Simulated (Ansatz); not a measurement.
## Electronic structure of F2H7NW in real space

Input file:

```
crystal:
  periodic: [false, false, false]
  atoms:
    - { symbol: W, position_ang: [-0.331644, -0.235395, 0.029181] }
    - { symbol: F, position_ang: [-0.37405, -0.023135, 1.885103] }
    - { symbol: H, position_ang: [0.898968, -0.229826, -1.110822] }
    - { symbol: H, position_ang: [0.914979, 0.863033, 0.243318] }
    - { symbol: H, position_ang: [-1.846908, 0.357189, -0.445095] }
    - { symbol: F, position_ang: [-0.375177, -2.008111, -0.597972] }
    - { symbol: H, position_ang: [-0.342283, 1.080036, -1.022386] }
    - { symbol: "N", position_ang: [2.092797, -1.721248, 1.652623] }
    - { symbol: H, position_ang: [1.667871, -2.492852, 1.144468] }
    - { symbol: H, position_ang: [2.583295, -1.111415, 1.001943] }
    - { symbol: H, position_ang: [1.383352, -1.183075, 2.182639] }
basis:
  gaussian: { orbitals: def2-SVP }
hamiltonian:
  xc: b3lyp
relax:
  f_tol: 0.03
  max_steps: 50
output:
  orbitals: {}
```

Run with:

```sh
ansatz run input.yaml --threads 2 --pin off --max-ram 3072MiB --backend cpu --events-out ev --progress --plain --runs-dir out
```

The fields are those of the run's last geometry, not of the input's.

Core potentials replace the inner electrons of W.

Level of theory: Ansatz, RKS B3LYP/def2-SVP.

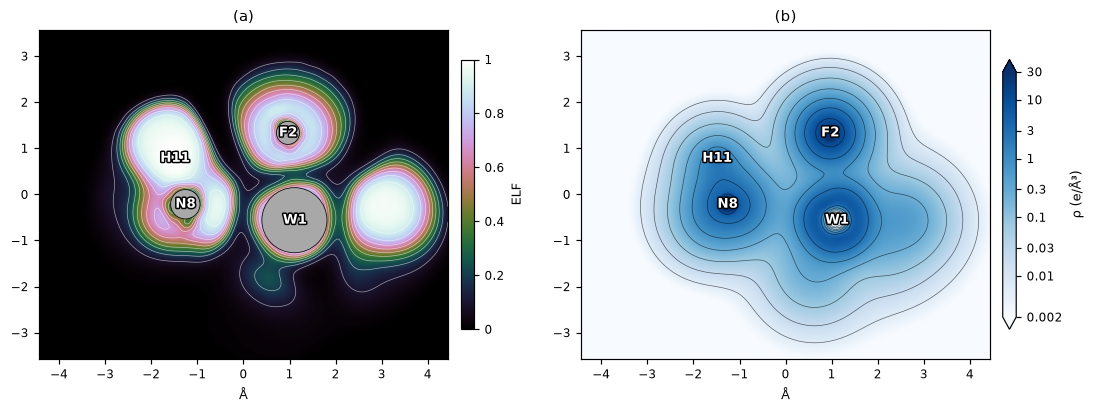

Figure 1. (a) electron localisation function; (b) electron density on the plane of atoms W1, N8 and H11. Grey discs cover the atomic cores in the ELF map.

Question: What do the fields say about this system?

Answer:
- Atoms in the plane: W, F, N and H.
- W–F (1.90 Å): the density is about 0.99 e/Å³ at the midpoint; the ELF peaks at about 0.85 in the valence shell of F, 0.5 Å from its nucleus, and drops to about 0.25 between the two atoms.
- W–N (2.39 Å): ρ at the midpoint is about 0.39 e/Å³; the ELF peaks at about 0.95 in the valence shell of N, 0.7 Å from its nucleus, and is about 0.20 at the midpoint.
- N–H (1.02 Å): ρ at the midpoint is about 2.8 e/Å³; the ELF climbs to about 1 towards the hydrogen, as it does in any bond to H; an ordinary covalent bond to hydrogen.

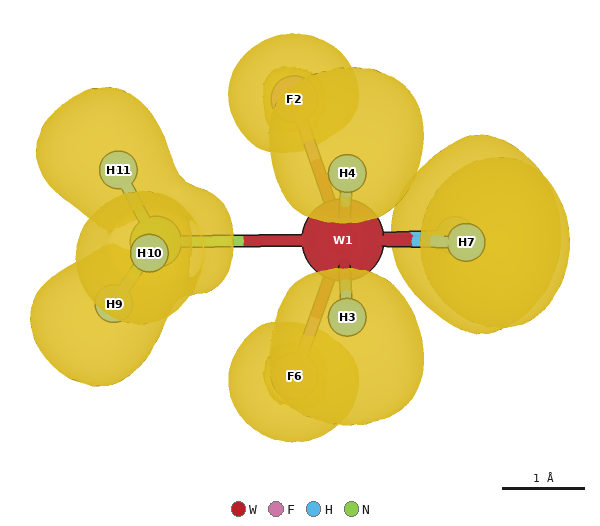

Figure 2. Isosurface of the ELF at 0.75 (yellow), seen at a tilt. Core shells and regions of very low density are left out.

Question: Identify the bonds, lone pairs and shells in this picture.

Answer: The surface consists of four regions around hydrogen nuclei, two regions wrapped around F (the valence shell of each) and one joined region spread over several atoms (H, N), in which their bonds and any lone pairs are merged.

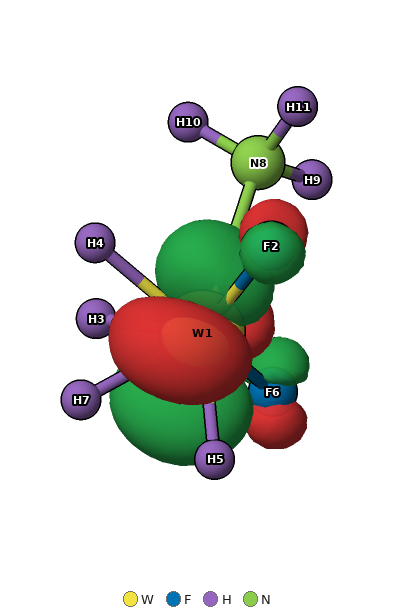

Figure 3. One frontier orbital at ±0.2 Å⁻³ᐟ² (green and red are the two phases), seen at an oblique angle.

Question: Which orbital is it: HOMO or LUMO?

Answer: The LUMO, at −2.61 eV. It lies mainly on W1 (about 70 %), F2 (about 10 %) and F6 (about 10 %).
